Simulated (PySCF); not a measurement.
**C$_{7}$H$_{13}$FO: density, localisation and related maps**

Input

```
{"job": {"xc": "PBE0", "basis": "6-31G*", "kind": "nmr", "pop": true}, "charge": 0, "multiplicity": 1}
C      0.701339    -1.220319     0.993146
C      0.455907    -0.207862    -0.124197
C      1.327374     1.031938     0.104882
C      2.773556     0.807155    -0.215693
O      3.249404    -0.183265    -0.695329
C     -1.027023     0.172529    -0.314802
C     -1.859572    -1.019829    -0.786519
C     -1.681828     0.762237     0.932828
F     -1.159301     1.996320     1.247467
H      0.490023    -0.792682     1.970766
H      0.092586    -2.109888     0.859026
H      1.745256    -1.522262     0.976120
H      0.786775    -0.665023    -1.063731
H      0.993673     1.865341    -0.521345
H      1.257575     1.380078     1.137960
H      3.409634     1.683855     0.025022
H     -1.065453     0.943129    -1.094242
H     -1.972226    -1.755284     0.005765
H     -2.852506    -0.694888    -1.089004
H     -1.382076    -1.498366    -1.637399
H     -2.752289     0.919986     0.764383
H     -1.541237     0.126487     1.810810
```

Run with:

```sh
OMP_NUM_THREADS=1 python ens_run.py task.json out
```

Geometry: GFN2-xTB.

All numbers below come from PBE0/6-31G*, SCF density, gas phase, non-relativistic in PySCF 2.14.0.

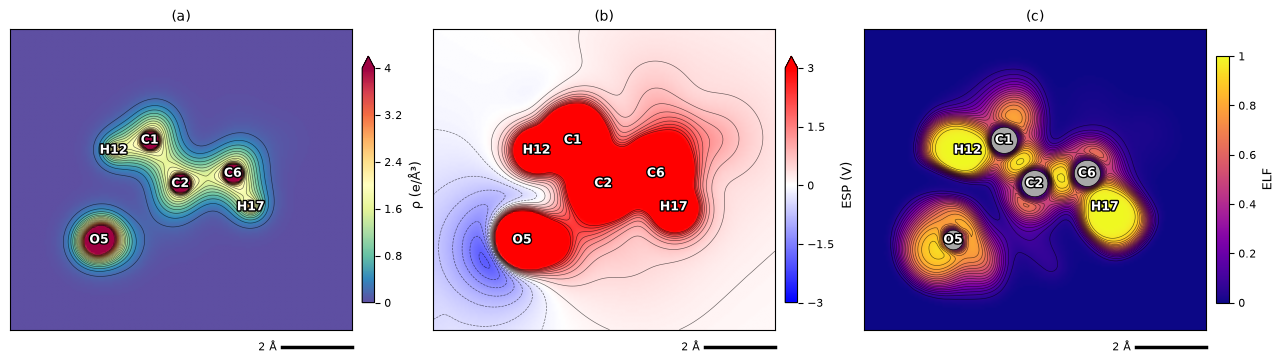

Figure 1. (a) electron density; (b) electrostatic potential; (c) ELF on the plane of atoms C2, C6 and H17. Grey discs cover the atomic cores in the ELF map.

Describe what can be read from this map.

Answer. Atoms in the plane: C, O and H.
C–C (1.53 Å): ρ is about 1.7 e/Å³ halfway; the ELF peaks at about 0.95 between the atoms, as expected for a shared electron pair.
C–H (1.09 Å): ρ is about 2 e/Å³ halfway; the ELF climbs to about 1 towards the hydrogen, as it does in any bond to H (a covalent bond by its length).
C–C (1.54 Å): ρ is about 1.6 e/Å³ halfway; the ELF peaks at about 0.95 between the atoms, as expected for a covalent bond.
The ELF also peaks beside O5, away from the bonds: lone-pair regions.
Outside the dense part of the molecule the potential is most negative (−1.9 V) near O5.

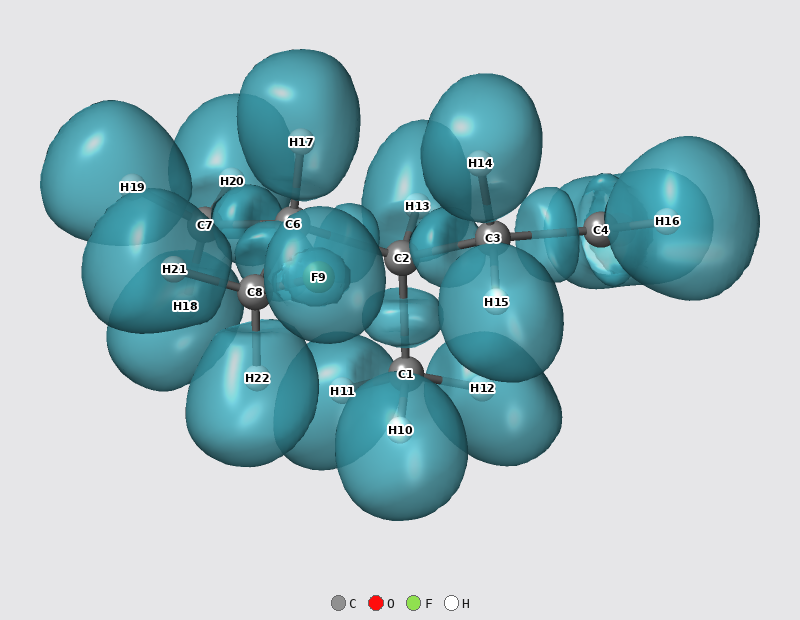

Figure 2. Isosurface of the ELF at 0.75 (cyan), seen from one side. Core shells and regions of very low density are left out.

Where are the electrons localised?

Answer. At this value the surface marks out six regions between bonded C–C atoms (shared pairs), 13 regions around hydrogen nuclei, one region on F in which the atom's valence shell and bonds are merged and one region on O in which the atom's valence shell and bonds are merged.


C–O (1.20 Å): the ELF peaks at about 0.85 between the atoms: a short, multiple covalent bond. C–F (1.38 Å): the ELF peaks at about 0.85 between the atoms, as expected for a polar covalent bond.

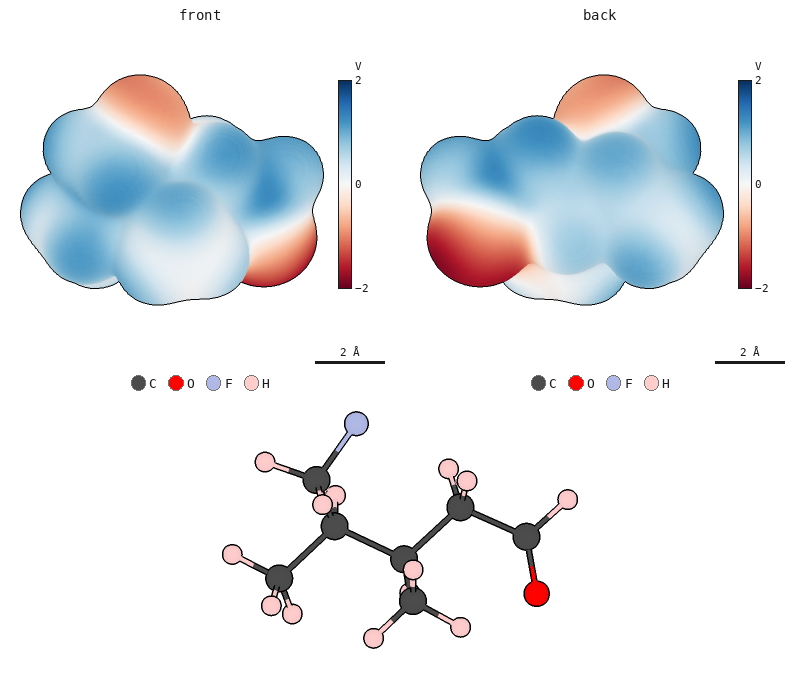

Figure 3. The molecular electrostatic potential painted on the density surface at 0.004 e/bohr³, seen from the front and from behind; the colour scale runs from red (negative) to blue (positive). The bare structure is drawn below in the same view.

Where is the surface potential most negative and most positive?

Answer. The most negative region (about −1.8 V) lies over O5, the most positive (about +1.3 V) over C4, H14 and H21. O5 is the likeliest acceptor of a hydrogen bond.
